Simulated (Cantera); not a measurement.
A closed system holds: 1 mol Si, 2.1 mol F2, 0.35 mol N2, equilibrated at 5.50 mbar.

Equilibrium computed with Cantera from the NASA thermochemical tables; the gas is ideal and each condensed phase is pure. Candidate condensed phases: Si, Si3N4; 16 gas species. Rates play no part.

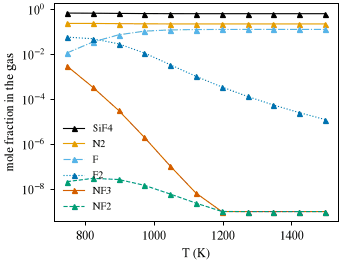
*Equilibrium gas composition (values under 1e-9 drawn at 1e-9)*

From 748 K to 1498 K nothing is condensed. The main Si-bearing gas is SiF4 throughout.
